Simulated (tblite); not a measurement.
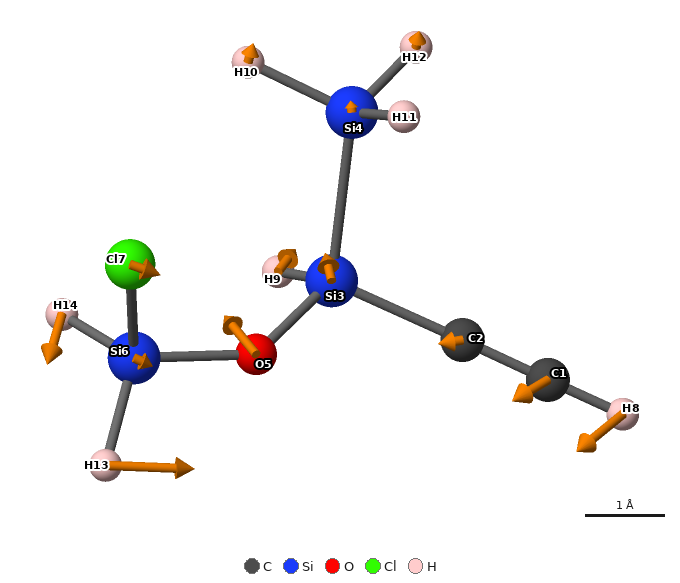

This is a relaxation of C$_{2}$H$_{7}$ClOSi$_{3}$. The starting structure is drawn; orange arrows show the displacements, at their true length. The two geometries are superimposed by the best rigid fit.

A ball-and-stick model, seen at a tilt.

Method: GFN2-xTB geometry optimisation, gas phase (tblite). 

**What did the optimiser do to the structure, and how much energy did it gain?**

The energy falls by 6.70 kcal/mol in 71 geometry steps. The atom that moves furthest after the best rigid fit is H13 (1.15 Å). By element the largest moves are H 1.15 Å, O 0.92 Å, C 0.65 Å, Si 0.49 Å, Cl 0.42 Å. Among the contacts that change: O5–Si6 1.656 → 1.604 Å, Si4–H11 1.496 → 1.467 Å, Si3–Si4 2.338 → 2.309 Å, Si6–Cl7 2.041 → 2.012 Å. Bond angles that change, for instance: Si3–O5–Si6 139.2° → 156.6°, Si4–Si3–H9 107.9° → 120.4°, O5–Si3–H9 107.3° → 100.6°. Groups turn about O5–Si6 by about 120°, Si3–O5 by about 115°.
